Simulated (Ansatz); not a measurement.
Take K2S in the anti-fluorite structure (space group Fm-3m, No. 225; a = 7.4620 Å) as the base.

Now apply this change: the cell is scaled by 0.9850 in all directions, atoms relaxed at fixed cell.

Method: PBE (Ansatz, a program for electronic structure), spin-orbit coupling left out.

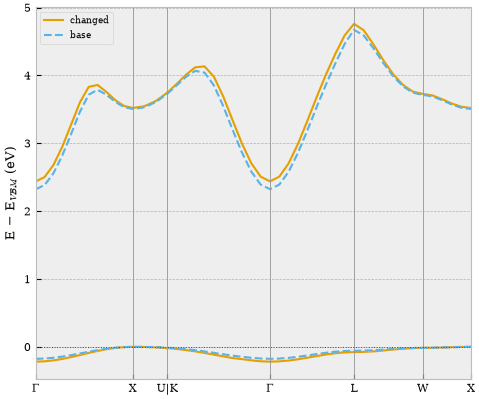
Figure. Highest valence and lowest conduction band along the path, each from its own valence-band maximum

Question: Read the changed gap and its character from the plot.

Answer: About 2.4 eV, indirect, X → Γ.

The cells carry an imposed strain or load. Stability against distortions was not tested.
